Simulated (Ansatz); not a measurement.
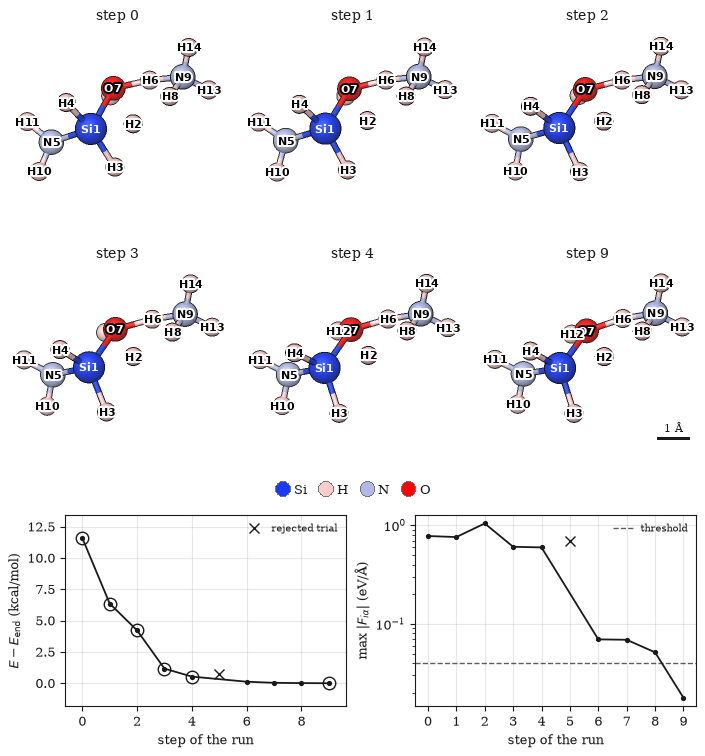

Frames of a constrained relaxation of SiN2H10O, marked on the history of the run. The picture is a ball-and-stick view, seen from a free direction.

The reaction that was planned forms Si1–O7, H6–N9, H2–H8 and breaks Si1–H2, H6–O7, H8–N9 (atoms numbered from 1 in input order).

All numbers below come from RKS PBE0-D4/def2-SVP in Ansatz 0.2.0. Settings: held fixed: the distance between atoms 1 (Si) and 7 (O), the distance between atoms 6 (H) and 9 (N), the distance between atoms 2 (H) and 8 (H), the distance between atoms 1 (Si) and 2 (H), the distance between atoms 6 (H) and 7 (O), the distance between atoms 8 (H) and 9 (N), counting from 1; force threshold 0.04 eV/Å; at most 150 steps.

**Describe the path.**

The largest move after the best rigid fit is that of H3, 0.64 Å. By element the largest moves are H 0.64 Å, N 0.26 Å, O 0.18 Å, Si 0.09 Å. Among the contacts that change: Si1–N5 1.772 → 1.833 Å, Si1–H3 1.474 → 1.502 Å, O7–H12 0.956 → 0.976 Å, N5–H10 1.007 → 1.017 Å. Bond angles that change, for instance: H3–Si1–H4 153.7° → 120.7°, H4–Si1–O7 98.7° → 117.4°, H3–Si1–O7 104.5° → 120.4°. After 8 accepted moves (9 points after the start) the energy has fallen by 11.6 kcal/mol. Largest force component: 0.78 eV/Å at the start, 0.018 eV/Å at the end. The line search rejected the trial step at point 5 of the run. From step 0 to 1: H10 moves most (0.19 Å), energy −5.23 kcal/mol. From step 1 to 2: H3 moves most (0.19 Å), energy −2.15 kcal/mol. From step 2 to 3: H3 moves most (0.20 Å), energy −3.05 kcal/mol. From step 3 to 4: H3 moves most (0.11 Å), energy −0.64 kcal/mol. From step 4 to 9: H12 moves most (0.12 Å), energy −0.53 kcal/mol.
